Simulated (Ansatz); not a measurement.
# SnO (P4/nmm): equation of state with a fit from a Python script

Aim: an equation of state with a fit, for SnO (P4/nmm), run from a script.

Computed with Ansatz 0.2.0, driven from Python. Level of theory: DFT LDA, plane waves, PAW.

## Step 1: The structure

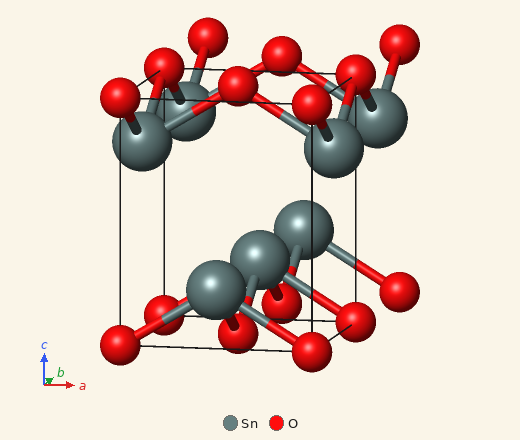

The starting structure, viewed slightly off an axis; tin teal, oxygen red. 1×2×1 cells are drawn. Atoms on cell faces are repeated.

The script holds or builds the structure itself.

## Step 2: Script

The input, sno.py:

```python
"""Equation of state of SnO."""

import ansatz as az
import numpy as np
from scipy.optimize import curve_fit

VECTORS = np.array([
    [3.7986, 0.0, 0.0],
    [0.0, 3.7986, 0.0],
    [0.0, 0.0, 4.8408],
])
SITES = [
    ("Sn", (0.5, 0.0, 0.2369)),
    ("Sn", (0.0, 0.5, 0.7631)),
    ("O", (0.0, 0.0, 0.0)),
    ("O", (0.5, 0.5, 0.0)),
]


def crystal_on(cell):
    crystal = az.Crystal(lattice=az.Lattice.of(cell))
    for symbol, position in SITES:
        crystal = crystal.atom(symbol, position)
    return crystal

def vinet(v, e0, v0, b0, b1):
    eta = (v / v0) ** (1 / 3)
    return e0 + 2 * b0 * v0 / (b1 - 1) ** 2 * (2 - (5 + 3 * b1 * (eta - 1) - 3 * eta) * np.exp(-1.5 * (b1 - 1) * (eta - 1)))


def main() -> None:
    # uniform scaling of the cell
    volumes, energies = [], []
    for scale in np.linspace(0.95, 1.07, 5):
        cell = VECTORS * scale ** (1 / 3)
        job = (
            crystal_on(cell).calculation()
            .functional("lda")
            .basis(530, xc_grid=1)
            .occupations("fixed")
            .scf(max_iterations=60, lower_state_search="light")
            .kpoints(5, 5, 4)
        )
        data = job.run(threads=1).report
        volumes.append(abs(np.linalg.det(cell)) / len(SITES))
        energies.append(data["free_energy_ev"] / len(SITES))
        print(f"V = {volumes[-1]:8.4f} A^3/atom  F = {energies[-1]:.5f} eV/atom")

    guess = (min(energies), volumes[int(np.argmin(energies))], 0.5, 4.5)
    (e0, v0, b0, b1), _ = curve_fit(vinet, np.array(volumes), np.array(energies), p0=guess, maxfev=20000)
    print(f"Vinet fit: V0 = {v0:.4f} A^3/atom, B0 = {160.21766 * b0:.1f} GPa, B1 = {b1:.2f}")
    print("largest residual", round(1000 * float(np.abs(vinet(np.array(volumes), e0, v0, b0, b1) - energies).max()), 3), "meV/atom")


if __name__ == "__main__":
    main()
```

## Step 3: The input behind the calls

The engine receives this input (first run):

```yaml
crystal:
  lattice:
    - [3.734204508866434, 0.0, 0.0]
    - [0.0, 3.734204508866434, 0.0]
    - [0.0, 0.0, 4.7587366889171365]
  atoms:
    - { symbol: Sn, position: [0.5, 0.0, 0.2369] }
    - { symbol: Sn, position: [0.0, 0.5, 0.7631] }
    - { symbol: O, position: [0.0, 0.0, 0.0] }
    - { symbol: O, position: [0.5, 0.5, 0.0] }
basis:
  ecutwfc: 530.0
  xc_grid: 1
kpoints:
  mp_grid:
    grid: [5, 5, 4]
hamiltonian:
  xc: lda
scf:
  max_iter: 60
  lower_state_search: light
  occupations:
    method: fixed
```

## Step 4: The run

Command:

```console
$ python sno.py
```

What it wrote:

```text
V =  16.5893 A^3/atom  F = -3217.45390 eV/atom
V =  17.1132 A^3/atom  F = -3217.45837 eV/atom
V =  17.6370 A^3/atom  F = -3217.45254 eV/atom
V =  18.1609 A^3/atom  F = -3217.43799 eV/atom
V =  18.6848 A^3/atom  F = -3217.41607 eV/atom
Vinet fit: V0 = 17.0644 A^3/atom, B0 = 104.0 GPa, B1 = 4.40
largest residual 0.001 meV/atom
```

Wall time 10 s (1 thread of Arm Neoverse V1, shared host); peak memory 0.44 GiB.

## Step 5: Inputs of later runs

The engine's inputs for some of the other runs:

Run 3, against run 1:

```diff
@@ -3,3 +3,3 @@
-    - [3.734204508866434, 0.0, 0.0]
-    - [0.0, 3.734204508866434, 0.0]
-    - [0.0, 0.0, 4.7587366889171365]
+    - [3.81122002626298, 0.0, 0.0]
+    - [0.0, 3.81122002626298, 0.0]
+    - [0.0, 0.0, 4.8568825101705455]
```

Run 4, against run 1:

```diff
@@ -3,3 +3,3 @@
-    - [3.734204508866434, 0.0, 0.0]
-    - [0.0, 3.734204508866434, 0.0]
-    - [0.0, 0.0, 4.7587366889171365]
+    - [3.8485873113513254, 0.0, 0.0]
+    - [0.0, 3.8485873113513254, 0.0]
+    - [0.0, 0.0, 4.904502042012713]
```

Run 5, against run 1:

```diff
@@ -3,3 +3,3 @@
-    - [3.734204508866434, 0.0, 0.0]
-    - [0.0, 3.734204508866434, 0.0]
-    - [0.0, 0.0, 4.7587366889171365]
+    - [3.885242729954274, 0.0, 0.0]
+    - [0.0, 3.885242729954274, 0.0]
+    - [0.0, 0.0, 4.951214396662626]
```

## Step 6: What each run gave

From the records of these 5 runs:

```
run  volume (Å³/atom)  energy from run 2 (meV/atom)  gap on the mesh (eV)  SCF cycles  CPU time (s)
  1            16.589                          4.47                  0.39           7           1.7
  2            17.113                          0.00                  0.50           7           1.8
  3            17.637                          5.83                  0.60           7           1.8
  4            18.161                         20.38                  0.69           7           1.9
  5            18.685                         42.30                  0.77           7           1.9
```

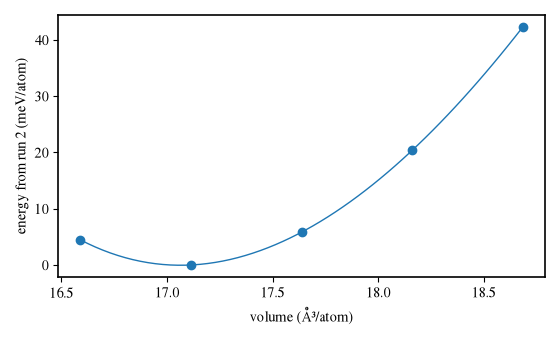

Energy against volume; the line is a third-order Birch-Murnaghan fit.

## Step 7: What came out

| quantity | value |
| --- | --- |
| runs compared | 5 |
| range of energy | 42.30 meV/atom |
| lowest point, volume (Å³/atom) | 17.113 |
| equilibrium volume (fit) | 17.06 Å³/atom |
| bulk modulus (fit) | 104 GPa |

A third-order Birch-Murnaghan fit through the 5 points (the script's own form differs a little) has its minimum at 17.06 Å³ an atom, 2.3 % below the typed cell, with a bulk modulus of 104 GPa and dB/dP = 4.5. From that minimum the energy rises by 4.5 meV an atom on the compressed side and 42.3 meV on the expanded side. The window is off centre, so dB/dP is rough. Reading the output:
- Shape and fractional positions are held along the curve, so the bulk modulus is an upper value where they are free to relax, by a factor of two or more in layered or hydrogen-bonded cells.
- For a gap this small the mesh is coarse, and bands can meet between its points.
